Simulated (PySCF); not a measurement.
C3H8BrGeN (SMILES [NH2][Ge]1([Br])[CH2]C[CH2]1)

```tsv
atom	x (Å)	y (Å)	z (Å)
N	2.3742	0.3558	-0.2397
Ge	0.7436	0.3571	0.5912
Br	1.2460	1.2867	2.6484
C	-0.6149	-1.1626	0.5353
C	-1.3445	-0.4092	-0.5873
C	-0.8301	1.0367	-0.4726
H	2.4161	-0.0514	-1.1613
H	3.1877	0.0721	0.2877
H	-0.3142	-2.1751	0.2787
H	-1.2059	-1.2028	1.4482
H	-2.4281	-0.4744	-0.4930
H	-1.0648	-0.8247	-1.5560
H	-0.6696	1.5329	-1.4260
H	-1.4961	1.6583	0.1244
```

Geometry: GFN2-xTB.

Level of theory: wB97X-D/def2-SVPD, SCF density, gas phase in PySCF 2.14.0.

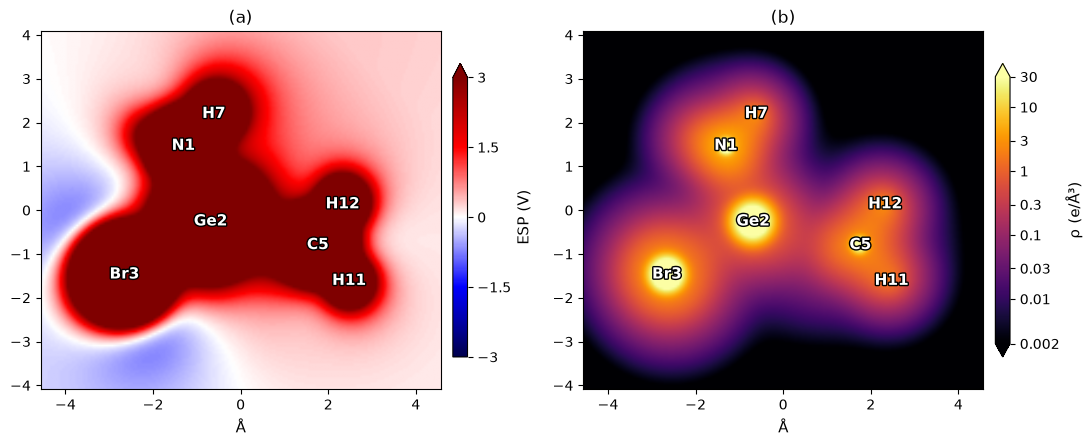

Figure 1. (a) electrostatic potential; (b) total electron density on the plane of atoms N1, Ge2 and Br3.

### What do the fields say about this system?

Atoms in the plane: N, Ge, Br, C and H. Ge–N (1.83 Å): ρ at the midpoint is about 0.98 e/Å³. Ge–Br (2.31 Å): ρ is about 0.66 e/Å³ halfway. N–H (1.01 Å): the density is about 2.8 e/Å³ at the midpoint. C–H (1.09 Å): ρ at the midpoint is about 2 e/Å³. Outside the dense part of the molecule the potential is most negative (−0.7 V) near Br3.

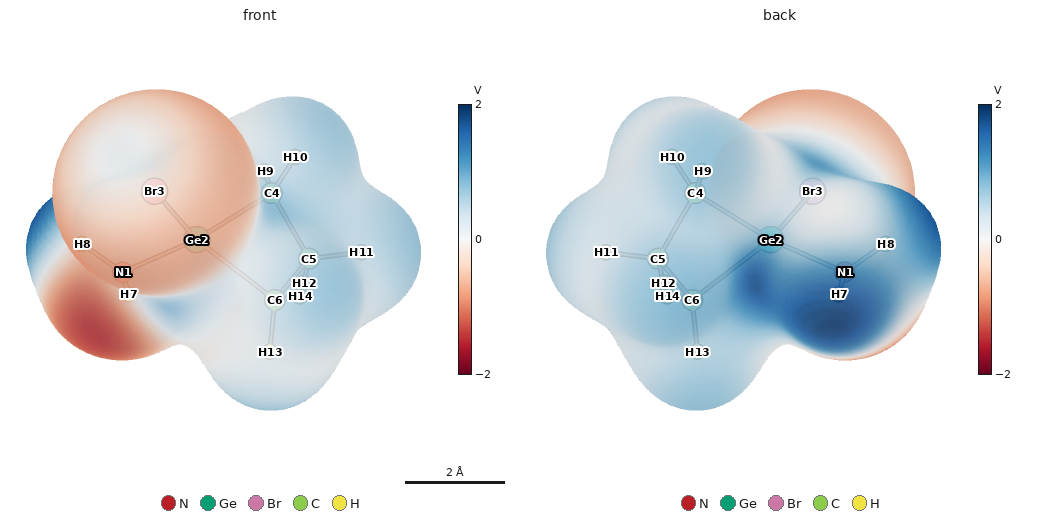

Figure 2. The electrostatic potential painted on the density surface at 0.002 e/bohr³, seen from the front and from behind; red is negative and blue positive.

### Which sites attract a positive test charge, and which a negative one?

A positive charge is drawn to the negative regions and a negative charge to the positive ones. The most negative region (about −1.4 V) lies over N1, the most positive (about +1.8 V) over H7. N1 is the likeliest acceptor of a hydrogen bond.

### How polar is the molecule by this calculation?

Its dipole moment is 2.84 D.
